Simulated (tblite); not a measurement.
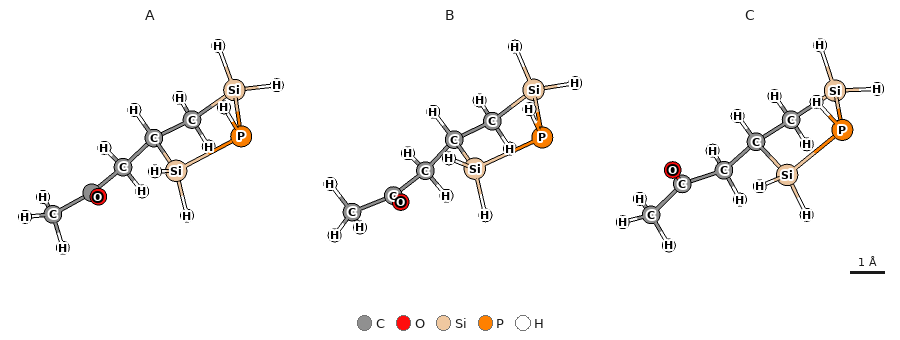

3 geometries from one relaxation of C₅H₁₃OPSi₂, in shuffled order. Style: ball-and-stick. Shown from a free direction.

The calculation used GFN2-xTB geometry optimisation, gas phase (tblite 0.8.0). 

> Put them in the order of the run, from the start to the converged end.

C, A, B. They are steps 0, 52, 192, at +0.287 eV, +0.075 eV relative to the last. After 192 geometry steps the energy has fallen by 0.287 eV. The atom that moves furthest after the best rigid fit is the O atom (1.29 Å). Largest moves by element: O 1.29 Å, H 0.94 Å, C 0.48 Å, Si 0.43 Å, P 0.27 Å. Near-neighbour distances that change, for instance: O–Si 3.472 → 2.487 Å, H–P 1.414 → 1.376 Å, C–Si 1.875 → 1.912 Å, P–Si 2.234 → 2.270 Å. Among the angles between lasting bonds that change: P–Si–H 107.9° → 115.3°, H–Si–H 111.6° → 116.8°, P–Si–H 108.1° → 103.1°. Groups turn about C–C by about 35°, P–Si by about 25°, C–C by about 25°.
